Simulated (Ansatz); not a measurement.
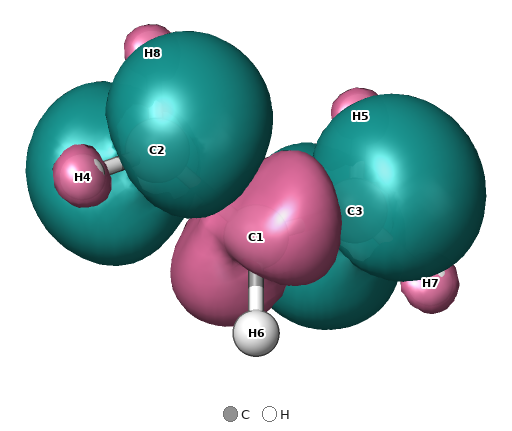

*C3H5 (doublet). Isosurfaces of the spin density at +0.02 (teal) and −0.02 e/Å³ (pink), seen at a tilt.*

Geometry: PBE0-D4/def2-TZVP.

The calculation used UKS PBE0-D4/def2-TZVP (Ansatz 0.2.0).

```yaml
atoms:
  - { symbol: C, position_ang: [-0.1250, 0.2957, 0.3493] }
  - { symbol: C, position_ang: [0.7289, 0.7767, -0.6194] }
  - { symbol: C, position_ang: [-0.6425, -0.9810, 0.3780] }
  - { symbol: H, position_ang: [1.1038, 1.7913, -0.5890] }
  - { symbol: H, position_ang: [-0.3918, -1.7005, -0.3936] }
  - { symbol: H, position_ang: [-0.4117, 0.9739, 1.1502] }
  - { symbol: H, position_ang: [-1.3105, -1.3024, 1.1662] }
  - { symbol: H, position_ang: [1.0489, 0.1464, -1.4417] }
```

Which atoms carry the spin?

Answer. The unpaired spin (1 electron) lies mostly on C2 (about 0.5) and C3 (about 0.5), in electrons by Hirshfeld's partition, with opposite, polarisation-induced spin on C1.
